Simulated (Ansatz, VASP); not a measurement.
**InAs: VASP beside Ansatz**

Aim: how closely do two programs agree when they are given the same cell, functional and k mesh? The cell comes out of the VASP series on this material, whose earlier steps may have relaxed, scaled or displaced it; both programs get it as it stands.

Method: plane waves, with VASP 6.6.1 beside it; band structure at HSE06, in Ansatz 0.2.0.

## (1) Set-up

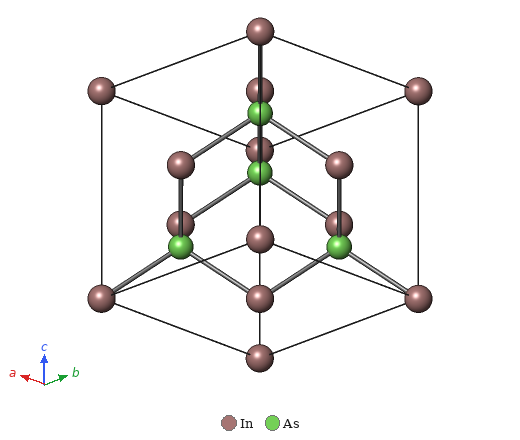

Start, viewed from a free direction; indium brown, arsenic green. This picture shows the conventional cell, with its axes. Bonds to atoms that aren't drawn are left out. Some periodic images of atoms are drawn too.

## (2) Ansatz: band structure, HSE06

Ansatz runs on its default PAW (the set named soft_2) files.

Levels along a path test the potential and the projectors away from the mesh points.

Input file input.yaml:

```yaml
crystal:
  lattice:
    - [0.0, 3.0748316148, 3.0748316148]
    - [3.0748316148, 0.0, 3.0748316148]
    - [3.0748316148, 3.0748316148, 0.0]
  atoms:
    - { symbol: In, position: [0.0, 0.0, 0.0] }
    - { symbol: As, position: [0.25, 0.25, 0.25] }
hamiltonian:
  xc: { exchange: pbe, correlation: pbe, exx: { coeff: 0.25, omega: 0.2 } }
  pseudopotentials: { kind: paw }
kpoints:
  mp_grid: { grid: [4, 4, 4] }
  band_path:
    path:
      - [0.0, 0.0, 0.0]
      - [0.5, 0.0, 0.5]
      - [0.5, 0.2, 0.7]
      - [0.4, 0.35, 0.75]
      - [0.15, 0.15, 0.3]
      - [0.2, 0.2, 0.2]
      - [0.55, 0.4, 0.55]
      - [0.6, 0.25, 0.65]
      - [0.5, 0.25, 0.75]
      - [0.5, 0.5, 0.5]
      - [0.375, 0.375, 0.75]
      - [0.5, 0.0, 0.5]
    npoints: 1
scf:
  occupations: { method: gaussian, width: 0.05 }
  n_extra_bands: 7
output:
  forces: true
  stress: true
  eigenvalues: true
```

Launch:

```console
ansatz run input.yaml --threads 4 --pin off --max-ram 9216MiB --backend cpu --events-out ev --progress --plain --runs-dir out
```

Numbers of over 12 decimals in the logs are rounded to 6 here.

What it wrote:

```text
Warning: output.stress: scf.convergence.dr2_threshold = 1e-7 eV (the SCF's general default) is looser than the 2e-10 eV advised for a printed stress (1e-10 eV for each atom of the cell: 2). What an SCF threshold leaves in a stress goes as its square root, and in the free energy as the threshold itself, and one threshold admits the most on a small cell: [figures from the program's tests cut] Set scf.convergence.dr2_threshold to 2e-10 eV or tighter. The threshold is an SCF's pass mark: one that does not reach it within its budget of iterations ends unconverged, or closes short of it on a stop that the run arms, and scf.convergence.dr2_threshold's page says what that costs each kind of run
Warning: output.stress: scf.exx.energy_threshold = 1e-6 eV is looser than the 2e-8 eV advised for a stress under a hybrid functional (1e-8 eV for each atom of the cell: 2). Every SCF of the exchange loop can meet its threshold on dr2 while the loop round them stops early: no threshold on dr2 bounds what that leaves in the stress. Set scf.exx.energy_threshold to 2e-8 eV or tighter. The threshold is the loop's pass mark: a loop that does not reach it within its budget of cycles ends unconverged, and scf.exx.energy_threshold's page has the law
scf.n_extra_bands = 7 over 14 filled bands (N_el = 28.0): the run solves 21 bands
Engine: ansatz 0.2.0, aarch64-unknown-linux-gnu
Pseudopotentials: kind: paw
Pseudopotential: In, paw, valence charge 13, recommended cutoff 420 eV (normal), In.paw.azcp
Pseudopotential: As, paw, valence charge 15, recommended cutoff 420 eV (normal), As.paw.azcp
Functional definition: unnamed
  parameter a_1 = 0.25
  parameter omega_1 = 0.2/angstrom
  exchange = pbe_x + (-a_1)*pbe_x_sr(omega_1) + a_1*exact_x_sr(omega_1)
  correlation = pbe_c
Crystal: 2 atoms, lattice volume = 58.143 Å³
Basis set: ecut = 420 eV, 1139 PW (Γ), exchange–correlation on 60×60×60 points (8 copies of the dense FFT grid, shifted against one another)
Bands: 21, of which v1, the nominal top of the filled ones, is band 14 counted from 1 (13 counted from 0)
Symmetry: 24 space group operations
Space group: F-43m (ITA 216), of the structure as read, at distance tolerance 3.9e-5 Å
k-points: 8 of 64 (time reversal used)
Non-local potential: In, projectors of the file, l = 0: 2, l = 1: 2, l = 2: 2, l = 3: 2
Non-local potential: As, projectors of the file, l = 0: 2, l = 1: 2, l = 2: 3, l = 3: 1
PAW form: soft (Blöchl's): semilocal exchange-correlation on the pseudo side does not see the compensation charge
PAW frozen core: In, regenerated for the run's functional, and the local potential with it (the file was generated under x = pbe(κ = 0.804, μ = 0.219515), c = pbe(β = 0.066725))
PAW frozen core: As, regenerated for the run's functional, and the local potential with it (the file was generated under x = pbe(κ = 0.804, μ = 0.219515), c = pbe(β = 0.066725))
PAW one-centre angular grid: In, 590 points (default); XC on 64 Gauss nodes
PAW one-centre angular grid: As, 590 points (default); XC on 64 Gauss nodes
Initial density: superposition of atomic densities (neutral atoms: chi_scale 0, normalization atom), corrected by the library's trained network
Initial wavefunctions: pseudopotential atomic-orbital guess
Functional: x = pbe(κ = 0.804, μ = 0.219515), c = pbe(β = 0.066725), warm-up for x = pbe(κ = 0.804, μ = 0.219515) + 0.25 (exact − pbe) at short range (hse, ω = 0.2 Å⁻¹), c = pbe(β = 0.066725)
SCF iter   1: F=—  HF=-10454.340123 eV  |F-HF|=—  |Δ(HF+E_count)|=         —  Δρ=1.47e-3  dr2=2.41e-3  ethr=1.77e-3  ⟨swp⟩=12.8  Hψ=793  notcnv=0
preconditioner: auto → none  [insulator: Δε(μ)=0.816 eV  Ē_g=16.821 eV  σ=0.050 eV  W_gap=0.67  n_scr=14 (ndim 8)  ℏωp=20.7 eV  f_vac=0.120  D(μ)=0.96/eV (n_scr^D=0)]
iter 2 solved again at ethr=6.37e-7 eV; its pass at ethr=8.59e-6 eV (dr2=1.78e-4 eV) is discarded
SCF iter   2: F=—  HF=-10454.339720 eV  |F-HF|=—  |Δ(HF+E_count)|=   4.04e-4  Δρ=4.06e-4  dr2=1.78e-4  ethr=6.37e-7  ⟨swp⟩=2.5  Hψ=780  notcnv=0  defer=2
SCF iter   3: F=—  HF=-10454.339684 eV  |F-HF|=—  |Δ(HF+E_count)|=   3.55e-5  Δρ=1.56e-4  dr2=1.42e-5  ethr=6.36e-7  ⟨swp⟩=3.1  Hψ=350  notcnv=0  defer=1
SCF iter   4: F=—  HF=-10454.339718 eV  |F-HF|=—  |Δ(HF+E_count)|=   3.33e-5  Δρ=2.96e-5  dr2=3.80e-7  ethr=5.07e-8  ⟨swp⟩=3.5  Hψ=361  notcnv=0  defer=1
SCF iter   5: F=—  HF=-10454.339718 eV  |F-HF|=—  |Δ(HF+E_count)|=   7.71e-7  Δρ=1.10e-5  dr2=3.56e-8  ethr=1.36e-9  ⟨swp⟩=4.0  Hψ=390  notcnv=0
SCF iter   6: F=—  HF=-10454.339718 eV  |F-HF|=—  |Δ(HF+E_count)|=   1.54e-7  Δρ=1.52e-6  dr2=9.72e-10  ethr=1.27e-10  ⟨swp⟩=4.0  Hψ=379  notcnv=0
SCF iter   7: F=-10454.339718 eV  HF=-10454.339718 eV  |F-HF|=8.37e-11  |Δ(HF+E_count)|=  1.22e-10  Δρ=2.47e-7  dr2=3.60e-11  ethr=3.47e-12  ⟨swp⟩=4.0  Hψ=444  notcnv=0
SCF 1 converged in 7 iterations: F = -10454.339718 eV  dr2 = 3.60e-11
  greatest PAW one-centre occupation: 0.999 electrons in one spin orbital (limit 2), on the As atom at site 1 (counted from 0), in its partial waves of l = 2
Initial density: handed on by an earlier stage of this run
Initial wavefunctions: those handed on with the density
Functional: x = pbe(κ = 0.804, μ = 0.219515) + 0.25 (exact − pbe) at short range (hse, ω = 0.2 Å⁻¹), c = pbe(β = 0.066725)
Exchange kernel: α = 0.2500, screened, ω = 0.2000 Å⁻¹, Wigner–Seitz truncation, v(0) = 1115.3836 eV·Å³, q-mesh 4×4×4, nearest image of the exchange supercell L = 17.39 Å, pair-density grid 18×18×18, without the augmentation charges, whose exchange is taken in its separable form by FFT convolution over the k-point mesh (sized by the pseudopotential files, 24×24×24 at the most), smooth part of the exact exchange by density-matrix convolution
Frozen-core exchange: fock
iter 1 solved again at ethr=4.29e-5 eV; its pass at ethr=1.00e-1 eV (dr2=1.20e-2 eV) is discarded
SCF iter   1: F=—  HF=-10459.543540 eV  |F-HF|=—  |Δ(HF+E_count)|=         —  Δρ=6.54e-3  dr2=1.51e-2  ethr=4.29e-5  ⟨swp⟩=5.2  Hψ=966  notcnv=0
preconditioner: auto → none  [insulator: Δε(μ)=0.129 eV  Ē_g=18.886 eV  σ=0.050 eV  W_gap=0.92  n_scr=14 (ndim 8)  ℏωp=20.7 eV  f_vac=0.118  D(μ)=0.22/eV (n_scr^D=0)]
SCF iter   2: F=—  HF=-10459.545577 eV  |F-HF|=—  |Δ(HF+E_count)|=   2.04e-3  Δρ=3.03e-3  dr2=2.66e-3  ethr=4.29e-5  ⟨swp⟩=3.2  Hψ=411  notcnv=0
SCF iter   3: F=—  HF=-10459.545836 eV  |F-HF|=—  |Δ(HF+E_count)|=   2.59e-4  Δρ=1.05e-3  dr2=3.90e-4  ethr=8.15e-6  ⟨swp⟩=3.0  Hψ=292  notcnv=0  defer=2
SCF iter   4: F=—  HF=-10459.545924 eV  |F-HF|=—  |Δ(HF+E_count)|=   8.75e-5  Δρ=2.57e-4  dr2=3.03e-5  ethr=1.16e-6  ⟨swp⟩=3.2  Hψ=344  notcnv=0  defer=2
SCF iter   5: F=-10459.545916 eV  HF=-10459.545916 eV  |F-HF|=2.34e-8  |Δ(HF+E_count)|=   8.29e-6  Δρ=3.59e-5  dr2=3.76e-7  ethr=1.05e-7  ⟨swp⟩=3.6  Hψ=359  notcnv=0  defer=2
SCF 2 stopped early in 5 iterations: F = -10459.545916 eV  dr2 = 3.76e-7
hybrid outer 1: dexx = +1.265e-2 eV, tail = 6.60e-5 eV
Exchange kernel: α = 0.2500, screened, ω = 0.2000 Å⁻¹, Wigner–Seitz truncation, v(0) = 1115.3836 eV·Å³, q-mesh 4×4×4, nearest image of the exchange supercell L = 17.39 Å, pair-density grid 18×18×18, without the augmentation charges, whose exchange is taken in its separable form by FFT convolution over the k-point mesh (sized by the pseudopotential files, 24×24×24 at the most), smooth part of the exact exchange by density-matrix convolution
Frozen-core exchange: fock
SCF iter   1: F=—  HF=-10459.546132 eV  |F-HF|=—  |Δ(HF+E_count)|=         —  Δρ=6.42e-5  dr2=1.27e-6  ethr=1.18e-6  ⟨swp⟩=6.0  Hψ=437  notcnv=0
preconditioner: auto → none  [insulator: Δε(μ)=0.299 eV  Ē_g=18.875 eV  σ=0.050 eV  W_gap=1.00  n_scr=14 (ndim 8)  ℏωp=20.7 eV  f_vac=0.117  D(μ)=0.00/eV (n_scr^D=0)]
SCF iter   2: F=—  HF=-10459.546132 eV  |F-HF|=—  |Δ(HF+E_count)|=   3.86e-7  Δρ=3.30e-5  dr2=3.78e-7  ethr=4.22e-9  ⟨swp⟩=4.2  Hψ=458  notcnv=0  defer=2
SCF iter   3: F=—  HF=-10459.546132 eV  |F-HF|=—  |Δ(HF+E_count)|=   5.05e-8  Δρ=6.42e-6  dr2=3.99e-8  ethr=1.34e-9  ⟨swp⟩=3.2  Hψ=312  notcnv=0  defer=4
SCF iter   4: F=-10459.546132 eV  HF=-10459.546132 eV  |F-HF|=1.23e-9  |Δ(HF+E_count)|=   1.03e-8  Δρ=2.37e-6  dr2=2.69e-9  ethr=1.24e-10  ⟨swp⟩=4.0  Hψ=390  notcnv=0  defer=9
SCF 3 converged in 4 iterations: F = -10459.546132 eV  dr2 = 2.69e-9
  Residual-converged pass: ⟨swp⟩=3.0  Hψ=389  notcnv=0  max |occ|·‖R‖ = 1.8e-6 eV (tolerance 2.4e-6 eV)  dr2=2.50e-9  dr2_onsite=9.37e-10  max |Δocc| = 3.3e-12
hybrid outer 2: dexx = +5.970e-7 eV, tail = 2.28e-8 eV, Δε = 2.14e-3 eV (about 7.68e-5 eV left of the loop's levels)
NSCF: frozen V_eff on 12 k-points
hybrid SCF converged: 2 outer / 9 inner (+7 warm-up), last move |dexx| = 5.97e-7 eV, tail = 2.28e-8 eV
Stability not checked: this state was not tested for a lower state beside it, because the functional holds exact exchange (a hybrid, or Hartree-Fock), whose exchange loop this test does not read (fock_operator; see scf.lower_state_search)
Free energy (F): -10459.546132 eV
Frozen-core exchange: fock
Harris-Foulkes:  -10459.546132 eV  (|F-HF|=1.23e-9)
Internal energy: -10459.546132 eV  (E = F + TS)
E sigma→0 (E₀):  -10459.546132 eV
Entropy (-TS):   -0.000000 eV (-0.000 meV/atom)
Fermi energy:    6.967689 eV
--- Per-component energies (eV) ---
  E_band       = -393.371334
  E_kinetic    = 345.337108
  E_local      = -3345.507504  (includes V_loc(G=0)·N_el)
  E_nonlocal   = -303.421374
  E_hartree    = 1615.482819
  E_xc         = -233.830178
  E_vxc        = -141.875266  (∫ρ·V_xc dr)
  E_exx        = -93.923192  (= α·E_x^exact, valence–valence)
  E_paw        = -5962.358083  (= ΣΔE_a)
  E_vpaw       = 8.978294  (= ΣTr[D̂ρ^β])
  E_aug_tail   = 0.000036  (compensation charges beyond the density's cutoff)
  E_ewald      = -2481.078511
  E_core_change = -0.247254  (= ΣΔE_core)
  E_smearing   = -0.000000  (= −TS)
  E_closure    = 0.000001  (closes the sum)
  Σ components = -10459.546132   (vs F -10459.546132, Δ=0.00e0)
--- Forces (eV/Å), atoms counted from 1 ---
  atom   1  In     0.00000000    -0.00000000    -0.00000000
  atom   2  As    -0.00000000     0.00000000     0.00000000
  max |Σ_I F_I| component: 2.87e-16 eV/Å
--- Stress (GPa, compression-positive) ---
       -1.032009       0.000000      -0.000000
        0.000000      -1.032009       0.000000
       -0.000000       0.000000      -1.032009
  P = ⅓ Tr σ = -1.0320 GPa (-10.320 kbar)
--- Band table (eV; the first three rows and the last of 8) ---
  k-point 0: bands = [... 10 lower, -5.8564, 6.8136, 6.8136, 6.8136, 7.1130, 11.4594, 11.4594, 11.4594, ... 3 higher]
  k-point 1: bands = [... 10 lower, -5.2553, 3.0055, 6.2450, 6.2450, 8.6492, 12.1869, 12.1869, 12.6843, ... 3 higher]
  k-point 2: bands = [... 10 lower, -4.3980, 0.8176, 5.8144, 5.8144, 8.3671, 12.2435, 12.2435, 14.4698, ... 3 higher]
  k-point 7: bands = [... 10 lower, -3.8040, 0.8614, 3.8267, 3.9462, 11.7458, 11.7942, 12.5639, 13.6404, ... 3 higher]
```

Wall time 44 s (4 threads of Arm Neoverse N1, shared host); peak memory 0.82 GiB; 2.6 min of CPU time.

In the SCF lines HF is the Harris–Foulkes energy and dr2 the Hartree energy of the density residual, in eV; the loop may stop once dr2 is under the threshold and the program's other checks hold. Hψ counts applications of the Hamiltonian.

## (3) VASP: band structure, HSE06

The same cell, functional, mesh and smearing now go to VASP, with its own data sets and cutoff.

Lines of VASP's logs that name or quote its potential files are left out, and so is its time.

Input file INCAR:

```
SYSTEM = InAs
PREC = Accurate
ENCUT = 400
EDIFF = 1E-06
NELM = 100
ISMEAR = 0
SIGMA = 0.05
LREAL = .FALSE.
ALGO = Normal
LHFCALC = .TRUE.
AEXX = 0.25
GGA = PE
HFSCREEN = 0.2
LASPH = .TRUE.
NBANDS = 15
PRECFOCK = Fast
LORBIT = 11
LWAVE = .FALSE.
LCHARG = .FALSE.
KPAR = 2
```

Input file POSCAR:

```
InAs
1.0
    0.0000000000      3.0748316148      3.0748316148
    3.0748316148      0.0000000000      3.0748316148
    3.0748316148      3.0748316148      0.0000000000
In As
1 1
Direct
    0.0000000000      0.0000000000      0.0000000000
    0.2500000000      0.2500000000      0.2500000000
```

Input file KPOINTS:

```
Automatic mesh
0
Gamma
4 4 4
0 0 0
```

Input file KPOINTS_OPT:

```
Line mode
6
Line-mode
Reciprocal
  0.00000000   0.00000000   0.00000000 GAMMA
  0.50000000   0.00000000   0.50000000 X

  0.50000000   0.00000000   0.50000000 X
  0.50000000   0.25000000   0.75000000 W

  0.50000000   0.25000000   0.75000000 W
  0.37500000   0.37500000   0.75000000 K

  0.37500000   0.37500000   0.75000000 K
  0.00000000   0.00000000   0.00000000 GAMMA

  0.00000000   0.00000000   0.00000000 GAMMA
  0.50000000   0.50000000   0.50000000 L

  0.50000000   0.50000000   0.50000000 L
  0.62500000   0.25000000   0.62500000 U

  0.62500000   0.25000000   0.62500000 U
  0.50000000   0.25000000   0.75000000 W

  0.50000000   0.25000000   0.75000000 W
  0.50000000   0.50000000   0.50000000 L

  0.50000000   0.50000000   0.50000000 L
  0.37500000   0.37500000   0.75000000 K

  0.62500000   0.25000000   0.62500000 U
  0.50000000   0.00000000   0.50000000 X
```

PAW data sets: In_d and As (PBE family, release 64).

Launch:

```console
mpirun -np 2 vasp_std
```

What it wrote:

```text
[banner, memory and clock lines left out]
running    2 mpi-ranks, on    1 nodes
 distrk:  each k-point on    1 cores,    2 groups
 distr:  one band on    1 cores,    1 groups

 POSCAR found type information on POSCAR InAs
 POSCAR found :  2 types and       2 ions
 LDA part: xc-table for (Slater+PW92), standard interpolation
 found WAVECAR, reading the header
 POSCAR, INCAR and KPOINTS ok, starting setup
 FFT: planning ... GRIDC
 FFT: planning ... GRID_SOFT
 FFT: planning ... GRID
 reading WAVECAR
 the WAVECAR file was read successfully
 initial charge from wavefunction
 entering main loop
       N       E                     dE             d eps       ncg     rms          rms(c)
DAV:   1    -0.912648054359E+01   -0.91265E+01   -0.67164E-01   296   0.115E+01    0.335E+00
DAV:   2    -0.913861547522E+01   -0.12135E-01   -0.54929E-02   315   0.194E+00    0.386E+00
DAV:   3    -0.913624886020E+01    0.23666E-02   -0.32941E-03   340   0.759E-01    0.265E+00
DAV:   4    -0.913556214298E+01    0.68672E-03   -0.79957E-04   327   0.326E-01    0.168E+00
DAV:   5    -0.913542403013E+01    0.13811E-03   -0.21277E-04   290   0.153E-01    0.104E+00
DAV:   6    -0.913538570100E+01    0.38329E-04   -0.31400E-05   276   0.700E-02    0.634E-01
DAV:   7    -0.913537342496E+01    0.12276E-04   -0.76730E-06   261   0.331E-02    0.380E-01
DAV:   8    -0.913537068952E+01    0.27354E-05   -0.33177E-06   261   0.168E-02    0.228E-01
DAV:   9    -0.913537094652E+01   -0.25700E-06   -0.12549E-06   245   0.881E-03
   1 F= -.91353709E+01 E0= -.91353708E+01  d E =-.237465E-06
 Start KPOINTS_OPT (optional k-point list driver)
k-point batch [1-8\60]
       N       E                     dE             ncg
DAV:   1     0.162556238996E+02   -0.27314E+04      240
DAV:   2    -0.988221752335E+03   -0.10045E+04      240
DAV:   3    -0.106008716796E+04   -0.71865E+02      317
DAV:   4    -0.106227287188E+04   -0.21857E+01      297
DAV:   5    -0.106234180516E+04   -0.68933E-01      377
DAV:   6    -0.106234469628E+04   -0.28911E-02      370
DAV:   7    -0.106234474392E+04   -0.47645E-04      377
DAV:   8    -0.106234474490E+04   -0.97352E-06      298
[...]
k-point batch [57-60\60]
       N       E                     dE             ncg
DAV:   1     0.195076638323E+04   -0.24858E+04      120
DAV:   2     0.145526914808E+04   -0.49550E+03      120
DAV:   3     0.142064318055E+04   -0.34626E+02      162
DAV:   4     0.141968140430E+04   -0.96178E+00      148
DAV:   5     0.141964401645E+04   -0.37388E-01      193
DAV:   6     0.141964270636E+04   -0.13101E-02      184
DAV:   7     0.141964268046E+04   -0.25902E-04      200
DAV:   8     0.141964268000E+04   -0.46574E-06      153
```

[end of part 1 of 2]

[Lines on the potential files, build, host, timing and source positions are cut from VASP's logs without a mark.]

[Logs are printed without paths, hosts, clocks, repeated set-up lines and the standing remarks that a program may print on its own settings, such as how far it seeks lower states.]

[Hosts, paths, dates, database ids (printed as entryN), source tags and the programs' standing remarks are cut or masked in the printed files.]
